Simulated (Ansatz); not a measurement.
# C₂H₇BO₂Si: what the fields show

The calculation's input:

```
crystal:
  periodic: [false, false, false]
  atoms:
    - {symbol: C, position_ang: [-0.299063, -1.809080, -0.523315]}
    - {symbol: B, position_ang: [-0.419957, -0.840112, 0.692379]}
    - {symbol: O, position_ang: [-0.716777, -1.353814, 1.913354]}
    - {symbol: Si, position_ang: [-0.106841, 1.148873, 0.442796]}
    - {symbol: C, position_ang: [1.005389, 1.811662, -0.837172]}
    - {symbol: O, position_ang: [-0.427800, 1.790149, -1.076733]}
    - {symbol: H, position_ang: [-0.907213, -1.458873, -1.363693]}
    - {symbol: H, position_ang: [-0.580401, -2.835141, -0.275882]}
    - {symbol: H, position_ang: [0.733005, -1.813257, -0.894256]}
    - {symbol: H, position_ang: [-0.783509, -0.707267, 2.620634]}
    - {symbol: H, position_ang: [-0.458701, 2.054194, 1.575700]}
    - {symbol: H, position_ang: [1.415244, 2.816984, -0.753901]}
    - {symbol: H, position_ang: [1.567127, 1.160879, -1.505111]}
basis:
  gaussian: {orbitals: def2-TZVPP}
hamiltonian: {xc: pbe0, dispersion: d4}
output: {orbitals: {seedname: orbitals}}
```

Command:

```sh
ansatz run in.yaml --threads 4 --pin off --events-out ev --progress --plain --max-ram 10444MiB
```

Geometry: PBE0-D4/def2-TZVP.

All numbers below come from Ansatz, RKS PBE0-D4/def2-TZVPP.

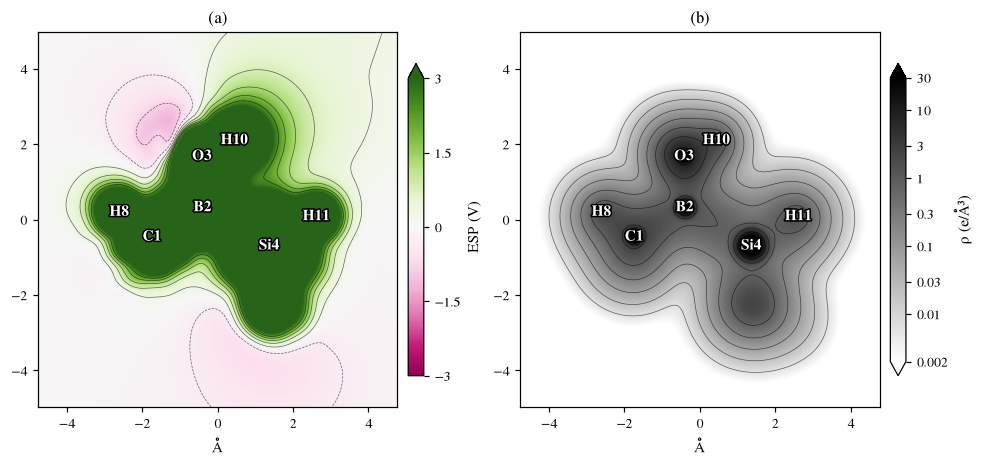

Figure 1. (a) electrostatic potential; (b) total electron density on the plane of atoms B2, O3 and H10.

Read the bonding off the picture.

Answer. The section cuts through C, B, O, Si and H sites.
B–O (1.36 Å): ρ is about 2.1 e/Å³ halfway.
C–B (1.56 Å): the density is about 1.5 e/Å³ at the midpoint.
Si–B (2.03 Å): ρ is about 0.81 e/Å³ halfway.
O–H (0.96 Å): ρ is about 3.8 e/Å³ halfway.
Outside the dense part of the molecule the potential is most negative (−1.2 V) near O3.

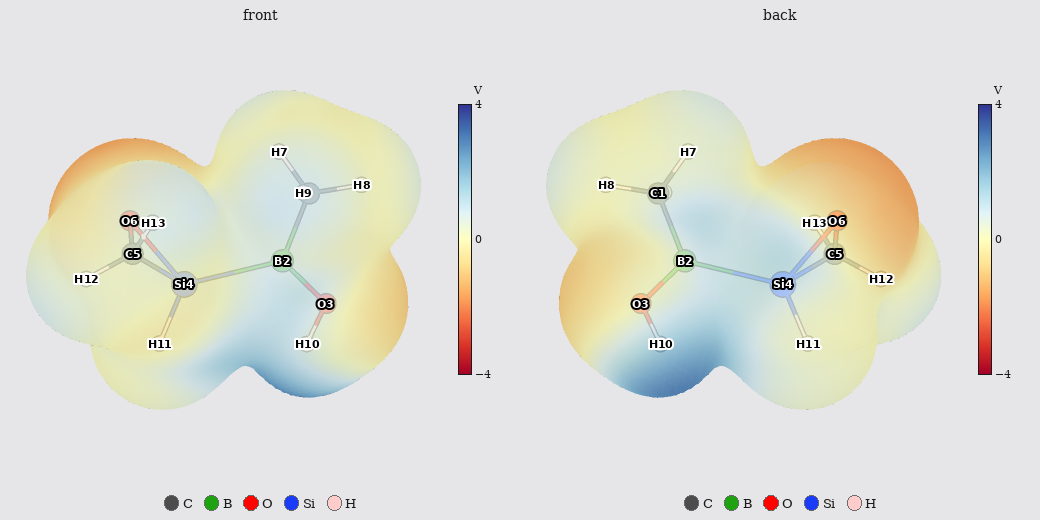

Figure 2. The electrostatic potential painted on the density surface at 0.002 e/bohr³, seen from the front and from behind; the colour scale runs from red (negative) to blue (positive).

Describe the electrostatic potential map.

Answer. The most negative region (about −1.7 V) lies over O6, the most positive (about +2.9 V) over H10. O6 is the likeliest acceptor of a hydrogen bond.

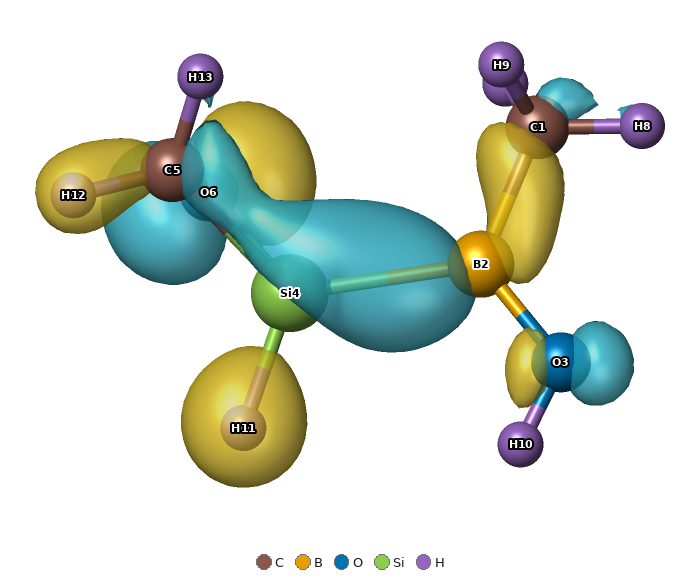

Figure 3. The HOMO−1 at ±0.15 Å⁻³ᐟ² (yellow and cyan are the two phases), seen across its widest extent.

Where does this orbital lie, and at what energy?

Answer. By Hirshfeld shares it lies mainly on O6 (about 35 %), Si4 (about 20 %), B2 (about 10 %), H11 (about 10 %) and C5 (about 5 %). Its energy is −7.67 eV.

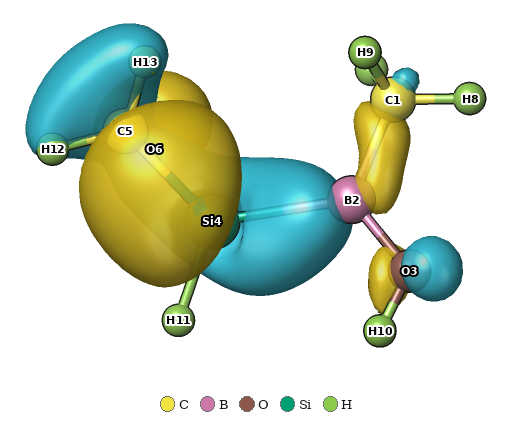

Figure 4. The HOMO at ±0.1 Å⁻³ᐟ² (yellow and cyan are the two phases), seen across its widest extent.

Describe this orbital and give its energy.

Answer. It lies mainly on C5 (about 30 %), Si4 (about 30 %), O6 (about 25 %) and B2 (about 5 %). Its energy is −7.28 eV.
